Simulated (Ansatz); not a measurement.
## AlBH3Cl: molecular dynamics (part 1 of 5)

The run: molecular dynamics of AlBH3Cl, SMILES [AlH2][BH]Cl. Method and program: RKS PBE0-D4/def2-SVP (Ansatz 0.2.0).

It belongs to a series of runs on one base structure; here: dynamics from the start. Figures and captions count atoms from 1; the log counts them from 0 in places.

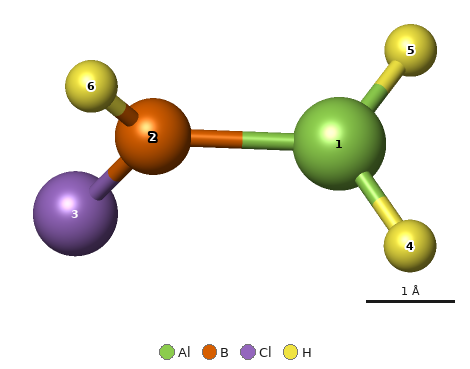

The starting structure (ball-and-stick view, seen at a tilt; atoms are numbered from 1 in the order of the input). Sticks mark near contacts. Bond lengths as drawn: Al–B 2.13 Å, Al–H 1.60 Å, B–Cl 1.76 Å and B–H 1.21 Å.

### The input
```yaml
crystal:
  periodic: [false, false, false]
  atoms:
    - { symbol: Al, position_ang: [-0.70165, 0.44757, -0.645316] }
    - { symbol: B, position_ang: [0.870628, -0.300803, 0.576064] }
    - { symbol: Cl, position_ang: [0.532693, -1.770708, 1.486669] }
    - { symbol: H, position_ang: [-0.864681, -0.042919, -2.15486] }
    - { symbol: H, position_ang: [-1.779958, 1.463118, -0.052189] }
    - { symbol: H, position_ang: [1.984868, 0.139743, 0.743532] }
basis:
  gaussian: { orbitals: def2-SVP }
hamiltonian:
  xc: pbe0
  dispersion: d4
md:
  timestep: 0.25
  n_steps: 150
  ensemble: nve
  temperature: 400.0
  initial_velocities: maxwell_boltzmann
  seed: 712329
  masses: [{ species: H, mass: 3.016 }]
scf:
  lower_state_search: "off"
```

Run on 1 thread of Arm Neoverse N1, 16 GiB of memory available, shared host.

Launched with:
```bash
ansatz run input.yaml --threads 1 --pin off --max-ram 2048MiB --backend cpu --events-out ev --progress --plain --runs-dir out
```

### The program's output
```
Engine: ansatz 0.2.0, aarch64-unknown-linux-gnu
Functional definition: PBE0
  parameter a = 0.25
  parameter kappa = 0.804
  parameter beta = 0.06672455060314922
  exchange = (1 - a)*pbe_x(kappa = kappa, mu = beta*pi^2/3) + a*exact_x
  correlation = pbe_c(beta = beta)
these checks for a lower state are left out or cut short: stability, starts, cluster_reference, orbital_swaps, neighbouring_geometries, increment
672 factors; integrals over basis functions are off by at most 3.8e-4 eV
mean field evaluation 1: about -19828.6663 eV, gradient 1.4e1 eV
mean field evaluation 2: about -19828.9495 eV, gradient 1.2e1 eV
mean field evaluation 4: about -19829.4341 eV, gradient 4.1e-1 eV
mean field evaluation 8: about -19829.4532 eV, gradient 1.7e-2 eV
mean field evaluation 16: about -19829.4532 eV, gradient 3.5e-6 eV
mean field -19829.45317238 eV, -728.7189631988 hartree, gradient 3.5e-6 eV, S^2 0.000000; 0 other end points of the search recorded, 0 dependent functions left out
the calculation of the forces begins
reference -19829.45319995 eV, -728.7189642122 hartree; 19, 19 occupied and 46, 46 virtual orbitals, 672 factors
md step     0: t =     0.00 fs  T =   400.0 K  F+E_penalty+E_count = -19829.53900797 eV  E_kin = 0.206816 eV  conserved = -19829.33219197 eV  (13 SCF iters)
these checks for a lower state are left out or cut short: stability, starts, cluster_reference, orbital_swaps, neighbouring_geometries, increment
672 factors; integrals over basis functions are off by at most 3.8e-4 eV
mean field -19829.45253022 eV, -728.7189395998 hartree, gradient 1.4e-6 eV, S^2 0.000000; 0 other end points of the search recorded, 0 dependent functions left out
the calculation of the forces begins
reference -19829.45255779 eV, -728.7189406132 hartree; 19, 19 occupied and 46, 46 virtual orbitals, 672 factors
md step     1: t =     0.25 fs  T =   398.7 K  F+E_penalty+E_count = -19829.53833028 eV  E_kin = 0.206139 eV  conserved = -19829.33219157 eV  (13 SCF iters)
[... from here on the SCF iterations and repeated set-up lines of each step are left out, up to the last step ...]
md step     2: t =     0.50 fs  T =   394.9 K  F+E_penalty+E_count = -19829.53635983 eV  E_kin = 0.204170 eV  conserved = -19829.33218975 eV  (13 SCF iters)
md step     3: t =     0.75 fs  T =   388.6 K  F+E_penalty+E_count = -19829.53312745 eV  E_kin = 0.200941 eV  conserved = -19829.33218646 eV  (13 SCF iters)
md step     4: t =     1.00 fs  T =   380.1 K  F+E_penalty+E_count = -19829.52868727 eV  E_kin = 0.196506 eV  conserved = -19829.33218171 eV  (13 SCF iters)
md step     5: t =     1.25 fs  T =   369.3 K  F+E_penalty+E_count = -19829.52311669 eV  E_kin = 0.190941 eV  conserved = -19829.33217555 eV  (13 SCF iters)
md step     6: t =     1.50 fs  T =   356.5 K  F+E_penalty+E_count = -19829.51651557 eV  E_kin = 0.184348 eV  conserved = -19829.33216805 eV  (13 SCF iters)
md step     7: t =     1.75 fs  T =   342.0 K  F+E_penalty+E_count = -19829.50900492 eV  E_kin = 0.176846 eV  conserved = -19829.33215933 eV  (13 SCF iters)
md step     8: t =     2.00 fs  T =   326.0 K  F+E_penalty+E_count = -19829.50072481 eV  E_kin = 0.168575 eV  conserved = -19829.33214957 eV  (13 SCF iters)
md step     9: t =     2.25 fs  T =   308.9 K  F+E_penalty+E_count = -19829.49183165 eV  E_kin = 0.159693 eV  conserved = -19829.33213905 eV  (12 SCF iters)
md step    10: t =     2.50 fs  T =   290.8 K  F+E_penalty+E_count = -19829.48249451 eV  E_kin = 0.150367 eV  conserved = -19829.33212789 eV  (12 SCF iters)
md step    11: t =     2.75 fs  T =   272.3 K  F+E_penalty+E_count = -19829.47289140 eV  E_kin = 0.140775 eV  conserved = -19829.33211645 eV  (12 SCF iters)
md step    12: t =     3.00 fs  T =   253.6 K  F+E_penalty+E_count = -19829.46320437 eV  E_kin = 0.131099 eV  conserved = -19829.33210505 eV  (12 SCF iters)
md step    13: t =     3.25 fs  T =   235.0 K  F+E_penalty+E_count = -19829.45361464 eV  E_kin = 0.121521 eV  conserved = -19829.33209402 eV  (12 SCF iters)
md step    14: t =     3.50 fs  T =   217.0 K  F+E_penalty+E_count = -19829.44429741 eV  E_kin = 0.112214 eV  conserved = -19829.33208367 eV  (12 SCF iters)
md step    15: t =     3.75 fs  T =   199.9 K  F+E_penalty+E_count = -19829.43541674 eV  E_kin = 0.103342 eV  conserved = -19829.33207433 eV  (12 SCF iters)
md step    16: t =     4.00 fs  T =   183.8 K  F+E_penalty+E_count = -19829.42712067 eV  E_kin = 0.095054 eV  conserved = -19829.33206626 eV  (12 SCF iters)
md step    17: t =     4.25 fs  T =   169.2 K  F+E_penalty+E_count = -19829.41953692 eV  E_kin = 0.087477 eV  conserved = -19829.33205970 eV  (12 SCF iters)
md step    18: t =     4.50 fs  T =   156.1 K  F+E_penalty+E_count = -19829.41276924 eV  E_kin = 0.080714 eV  conserved = -19829.33205482 eV  (12 SCF iters)
md step    19: t =     4.75 fs  T =   144.8 K  F+E_penalty+E_count = -19829.40689472 eV  E_kin = 0.074843 eV  conserved = -19829.33205172 eV  (12 SCF iters)
md step    20: t =     5.00 fs  T =   135.2 K  F+E_penalty+E_count = -19829.40196216 eV  E_kin = 0.069912 eV  conserved = -19829.33205043 eV  (12 SCF iters)
md step    21: t =     5.25 fs  T =   127.5 K  F+E_penalty+E_count = -19829.39799159 eV  E_kin = 0.065941 eV  conserved = -19829.33205092 eV  (12 SCF iters)
md step    22: t =     5.50 fs  T =   121.7 K  F+E_penalty+E_count = -19829.39497498 eV  E_kin = 0.062922 eV  conserved = -19829.33205305 eV  (13 SCF iters)
md step    23: t =     5.75 fs  T =   117.6 K  F+E_penalty+E_count = -19829.39287794 eV  E_kin = 0.060821 eV  conserved = -19829.33205667 eV  (13 SCF iters)
md step    24: t =     6.00 fs  T =   115.2 K  F+E_penalty+E_count = -19829.39164256 eV  E_kin = 0.059581 eV  conserved = -19829.33206152 eV  (13 SCF iters)
md step    25: t =     6.25 fs  T =   114.4 K  F+E_penalty+E_count = -19829.39119095 eV  E_kin = 0.059124 eV  conserved = -19829.33206734 eV  (13 SCF iters)
md step    26: t =     6.50 fs  T =   114.8 K  F+E_penalty+E_count = -19829.39142943 eV  E_kin = 0.059356 eV  conserved = -19829.33207385 eV  (13 SCF iters)
md step    27: t =     6.75 fs  T =   116.4 K  F+E_penalty+E_count = -19829.39225306 eV  E_kin = 0.060172 eV  conserved = -19829.33208073 eV  (13 SCF iters)
md step    28: t =     7.00 fs  T =   118.9 K  F+E_penalty+E_count = -19829.39355034 eV  E_kin = 0.061463 eV  conserved = -19829.33208770 eV  (12 SCF iters)
md step    29: t =     7.25 fs  T =   122.1 K  F+E_penalty+E_count = -19829.39520776 eV  E_kin = 0.063113 eV  conserved = -19829.33209449 eV  (12 SCF iters)
md step    30: t =     7.50 fs  T =   125.7 K  F+E_penalty+E_count = -19829.39711406 eV  E_kin = 0.065013 eV  conserved = -19829.33210086 eV  (12 SCF iters)
md step    31: t =     7.75 fs  T =   129.7 K  F+E_penalty+E_count = -19829.39916404 eV  E_kin = 0.067057 eV  conserved = -19829.33210662 eV  (12 SCF iters)
md step    32: t =     8.00 fs  T =   133.7 K  F+E_penalty+E_count = -19829.40126172 eV  E_kin = 0.069150 eV  conserved = -19829.33211160 eV  (12 SCF iters)
md step    33: t =     8.25 fs  T =   137.7 K  F+E_penalty+E_count = -19829.40332293 eV  E_kin = 0.071207 eV  conserved = -19829.33211570 eV  (12 SCF iters)
md step    34: t =     8.50 fs  T =   141.5 K  F+E_penalty+E_count = -19829.40527703 eV  E_kin = 0.073158 eV  conserved = -19829.33211885 eV  (12 SCF iters)
md step    35: t =     8.75 fs  T =   145.0 K  F+E_penalty+E_count = -19829.40706809 eV  E_kin = 0.074947 eV  conserved = -19829.33212103 eV  (12 SCF iters)
md step    36: t =     9.00 fs  T =   148.0 K  F+E_penalty+E_count = -19829.40865531 eV  E_kin = 0.076533 eV  conserved = -19829.33212226 eV  (12 SCF iters)
md step    37: t =     9.25 fs  T =   150.6 K  F+E_penalty+E_count = -19829.41001284 eV  E_kin = 0.077890 eV  conserved = -19829.33212260 eV  (12 SCF iters)
md step    38: t =     9.50 fs  T =   152.8 K  F+E_penalty+E_count = -19829.41112910 eV  E_kin = 0.079007 eV  conserved = -19829.33212212 eV  (12 SCF iters)
md step    39: t =     9.75 fs  T =   154.5 K  F+E_penalty+E_count = -19829.41200572 eV  E_kin = 0.079885 eV  conserved = -19829.33212091 eV  (12 SCF iters)
md step    40: t =    10.00 fs  T =   155.8 K  F+E_penalty+E_count = -19829.41265602 eV  E_kin = 0.080537 eV  conserved = -19829.33211908 eV  (12 SCF iters)
md step    41: t =    10.25 fs  T =   156.6 K  F+E_penalty+E_count = -19829.41310343 eV  E_kin = 0.080987 eV  conserved = -19829.33211677 eV  (12 SCF iters)
md step    42: t =    10.50 fs  T =   157.2 K  F+E_penalty+E_count = -19829.41337960 eV  E_kin = 0.081266 eV  conserved = -19829.33211408 eV  (12 SCF iters)
md step    43: t =    10.75 fs  T =   157.5 K  F+E_penalty+E_count = -19829.41352243 eV  E_kin = 0.081411 eV  conserved = -19829.33211098 eV  (12 SCF iters)
md step    44: t =    11.00 fs  T =   157.6 K  F+E_penalty+E_count = -19829.41357475 eV  E_kin = 0.081467 eV  conserved = -19829.33210791 eV  (12 SCF iters)
md step    45: t =    11.25 fs  T =   157.6 K  F+E_penalty+E_count = -19829.41358162 eV  E_kin = 0.081477 eV  conserved = -19829.33210481 eV  (12 SCF iters)
md step    46: t =    11.50 fs  T =   157.6 K  F+E_penalty+E_count = -19829.41358920 eV  E_kin = 0.081487 eV  conserved = -19829.33210179 eV  (12 SCF iters)
md step    47: t =    11.75 fs  T =   157.7 K  F+E_penalty+E_count = -19829.41364301 eV  E_kin = 0.081544 eV  conserved = -19829.33209894 eV  (12 SCF iters)
md step    48: t =    12.00 fs  T =   158.0 K  F+E_penalty+E_count = -19829.41378655 eV  E_kin = 0.081690 eV  conserved = -19829.33209633 eV  (12 SCF iters)
md step    49: t =    12.25 fs  T =   158.5 K  F+E_penalty+E_count = -19829.41406000 eV  E_kin = 0.081966 eV  conserved = -19829.33209402 eV  (13 SCF iters)
md step    50: t =    12.50 fs  T =   159.4 K  F+E_penalty+E_count = -19829.41449918 eV  E_kin = 0.082407 eV  conserved = -19829.33209208 eV  (13 SCF iters)
md step    51: t =    12.75 fs  T =   160.6 K  F+E_penalty+E_count = -19829.41513469 eV  E_kin = 0.083044 eV  conserved = -19829.33209054 eV  (13 SCF iters)
md step    52: t =    13.00 fs  T =   162.3 K  F+E_penalty+E_count = -19829.41599117 eV  E_kin = 0.083902 eV  conserved = -19829.33208944 eV  (13 SCF iters)
md step    53: t =    13.25 fs  T =   164.4 K  F+E_penalty+E_count = -19829.41708678 eV  E_kin = 0.084998 eV  conserved = -19829.33208879 eV  (13 SCF iters)
md step    54: t =    13.50 fs  T =   167.0 K  F+E_penalty+E_count = -19829.41843287 eV  E_kin = 0.086344 eV  conserved = -19829.33208861 eV  (13 SCF iters)
md step    55: t =    13.75 fs  T =   170.1 K  F+E_penalty+E_count = -19829.42003376 eV  E_kin = 0.087945 eV  conserved = -19829.33208889 eV  (13 SCF iters)
md step    56: t =    14.00 fs  T =   173.7 K  F+E_penalty+E_count = -19829.42188665 eV  E_kin = 0.089797 eV  conserved = -19829.33208964 eV  (13 SCF iters)
md step    57: t =    14.25 fs  T =   177.7 K  F+E_penalty+E_count = -19829.42398173 eV  E_kin = 0.091891 eV  conserved = -19829.33209083 eV  (13 SCF iters)
md step    58: t =    14.50 fs  T =   182.2 K  F+E_penalty+E_count = -19829.42630226 eV  E_kin = 0.094210 eV  conserved = -19829.33209240 eV  (13 SCF iters)
md step    59: t =    14.75 fs  T =   187.1 K  F+E_penalty+E_count = -19829.42882506 eV  E_kin = 0.096731 eV  conserved = -19829.33209437 eV  (13 SCF iters)
md step    60: t =    15.00 fs  T =   192.3 K  F+E_penalty+E_count = -19829.43152077 eV  E_kin = 0.099424 eV  conserved = -19829.33209677 eV  (13 SCF iters)
md step    61: t =    15.25 fs  T =   197.8 K  F+E_penalty+E_count = -19829.43435420 eV  E_kin = 0.102255 eV  conserved = -19829.33209950 eV  (13 SCF iters)
md step    62: t =    15.50 fs  T =   203.4 K  F+E_penalty+E_count = -19829.43728505 eV  E_kin = 0.105183 eV  conserved = -19829.33210253 eV  (13 SCF iters)
md step    63: t =    15.75 fs  T =   209.2 K  F+E_penalty+E_count = -19829.44026847 eV  E_kin = 0.108163 eV  conserved = -19829.33210581 eV  (13 SCF iters)
md step    64: t =    16.00 fs  T =   215.0 K  F+E_penalty+E_count = -19829.44325575 eV  E_kin = 0.111146 eV  conserved = -19829.33210931 eV  (13 SCF iters)
md step    65: t =    16.25 fs  T =   220.6 K  F+E_penalty+E_count = -19829.44619508 eV  E_kin = 0.114082 eV  conserved = -19829.33211301 eV  (13 SCF iters)
md step    66: t =    16.50 fs  T =   226.1 K  F+E_penalty+E_count = -19829.44903217 eV  E_kin = 0.116915 eV  conserved = -19829.33211677 eV  (13 SCF iters)
md step    67: t =    16.75 fs  T =   231.3 K  F+E_penalty+E_count = -19829.45171144 eV  E_kin = 0.119591 eV  conserved = -19829.33212059 eV  (13 SCF iters)
md step    68: t =    17.00 fs  T =   236.1 K  F+E_penalty+E_count = -19829.45417659 eV  E_kin = 0.122052 eV  conserved = -19829.33212439 eV  (13 SCF iters)
md step    69: t =    17.25 fs  T =   240.3 K  F+E_penalty+E_count = -19829.45637175 eV  E_kin = 0.124244 eV  conserved = -19829.33212812 eV  (13 SCF iters)
md step    70: t =    17.50 fs  T =   243.9 K  F+E_penalty+E_count = -19829.45824236 eV  E_kin = 0.126111 eV  conserved = -19829.33213171 eV  (13 SCF iters)
md step    71: t =    17.75 fs  T =   246.8 K  F+E_penalty+E_count = -19829.45973618 eV  E_kin = 0.127601 eV  conserved = -19829.33213504 eV  (13 SCF iters)
md step    72: t =    18.00 fs  T =   248.9 K  F+E_penalty+E_count = -19829.46080456 eV  E_kin = 0.128666 eV  conserved = -19829.33213817 eV  (13 SCF iters)
md step    73: t =    18.25 fs  T =   250.0 K  F+E_penalty+E_count = -19829.46140339 eV  E_kin = 0.129262 eV  conserved = -19829.33214117 eV  (13 SCF iters)
md step    74: t =    18.50 fs  T =   250.2 K  F+E_penalty+E_count = -19829.46149359 eV  E_kin = 0.129350 eV  conserved = -19829.33214355 eV  (13 SCF iters)
md step    75: t =    18.75 fs  T =   249.3 K  F+E_penalty+E_count = -19829.46104334 eV  E_kin = 0.128898 eV  conserved = -19829.33214547 eV  (13 SCF iters)
md step    76: t =    19.00 fs  T =   247.3 K  F+E_penalty+E_count = -19829.46002849 eV  E_kin = 0.127882 eV  conserved = -19829.33214690 eV  (13 SCF iters)
md step    77: t =    19.25 fs  T =   244.2 K  F+E_penalty+E_count = -19829.45843353 eV  E_kin = 0.126286 eV  conserved = -19829.33214766 eV  (13 SCF iters)
md step    78: t =    19.50 fs  T =   240.0 K  F+E_penalty+E_count = -19829.45625302 eV  E_kin = 0.124105 eV  conserved = -19829.33214779 eV  (13 SCF iters)
md step    79: t =    19.75 fs  T =   234.7 K  F+E_penalty+E_count = -19829.45349218 eV  E_kin = 0.121345 eV  conserved = -19829.33214716 eV  (13 SCF iters)
md step    80: t =    20.00 fs  T =   228.3 K  F+E_penalty+E_count = -19829.45016798 eV  E_kin = 0.118022 eV  conserved = -19829.33214575 eV  (13 SCF iters)
md step    81: t =    20.25 fs  T =   220.8 K  F+E_penalty+E_count = -19829.44630927 eV  E_kin = 0.114166 eV  conserved = -19829.33214308 eV  (13 SCF iters)
md step    82: t =    20.50 fs  T =   212.4 K  F+E_penalty+E_count = -19829.44195929 eV  E_kin = 0.109819 eV  conserved = -19829.33214003 eV  (13 SCF iters)
md step    83: t =    20.75 fs  T =   203.2 K  F+E_penalty+E_count = -19829.43717320 eV  E_kin = 0.105037 eV  conserved = -19829.33213612 eV  (13 SCF iters)
md step    84: t =    21.00 fs  T =   193.2 K  F+E_penalty+E_count = -19829.43202010 eV  E_kin = 0.099889 eV  conserved = -19829.33213137 eV  (14 SCF iters)
md step    85: t =    21.25 fs  T =   182.7 K  F+E_penalty+E_count = -19829.42658251 eV  E_kin = 0.094457 eV  conserved = -19829.33212600 eV  (14 SCF iters)
md step    86: t =    21.50 fs  T =   171.8 K  F+E_penalty+E_count = -19829.42095509 eV  E_kin = 0.088835 eV  conserved = -19829.33211966 eV  (14 SCF iters)
md step    87: t =    21.75 fs  T =   160.8 K  F+E_penalty+E_count = -19829.41524492 eV  E_kin = 0.083132 eV  conserved = -19829.33211264 eV  (14 SCF iters)
md step    88: t =    22.00 fs  T =   149.8 K  F+E_penalty+E_count = -19829.40956933 eV  E_kin = 0.077464 eV  conserved = -19829.33210505 eV  (14 SCF iters)
md step    89: t =    22.25 fs  T =   139.2 K  F+E_penalty+E_count = -19829.40405428 eV  E_kin = 0.071957 eV  conserved = -19829.33209703 eV  (13 SCF iters)
md step    90: t =    22.50 fs  T =   129.1 K  F+E_penalty+E_count = -19829.39883206 eV  E_kin = 0.066743 eV  conserved = -19829.33208874 eV  (13 SCF iters)
md step    91: t =    22.75 fs  T =   119.8 K  F+E_penalty+E_count = -19829.39403846 eV  E_kin = 0.061958 eV  conserved = -19829.33208040 eV  (13 SCF iters)
md step    92: t =    23.00 fs  T =   111.7 K  F+E_penalty+E_count = -19829.38980963 eV  E_kin = 0.057737 eV  conserved = -19829.33207223 eV  (13 SCF iters)
md step    93: t =    23.25 fs  T =   104.9 K  F+E_penalty+E_count = -19829.38627833 eV  E_kin = 0.054214 eV  conserved = -19829.33206447 eV  (13 SCF iters)
md step    94: t =    23.50 fs  T =    99.6 K  F+E_penalty+E_count = -19829.38357009 eV  E_kin = 0.051513 eV  conserved = -19829.33205740 eV  (13 SCF iters)
md step    95: t =    23.75 fs  T =    96.2 K  F+E_penalty+E_count = -19829.38179905 eV  E_kin = 0.049748 eV  conserved = -19829.33205126 eV  (13 SCF iters)
md step    96: t =    24.00 fs  T =    94.8 K  F+E_penalty+E_count = -19829.38106385 eV  E_kin = 0.049018 eV  conserved = -19829.33204633 eV  (13 SCF iters)
md step    97: t =    24.25 fs  T =    95.5 K  F+E_penalty+E_count = -19829.38144363 eV  E_kin = 0.049401 eV  conserved = -19829.33204282 eV  (13 SCF iters)
md step    98: t =    24.50 fs  T =    98.5 K  F+E_penalty+E_count = -19829.38299440 eV  E_kin = 0.050953 eV  conserved = -19829.33204093 eV  (13 SCF iters)
md step    99: t =    24.75 fs  T =   103.9 K  F+E_penalty+E_count = -19829.38574597 eV  E_kin = 0.053705 eV  conserved = -19829.33204083 eV  (13 SCF iters)
md step   100: t =    25.00 fs  T =   111.5 K  F+E_penalty+E_count = -19829.38969956 eV  E_kin = 0.057657 eV  conserved = -19829.33204260 eV  (13 SCF iters)
md step   101: t =    25.25 fs  T =   121.4 K  F+E_penalty+E_count = -19829.39482635 eV  E_kin = 0.062780 eV  conserved = -19829.33204628 eV  (13 SCF iters)
```
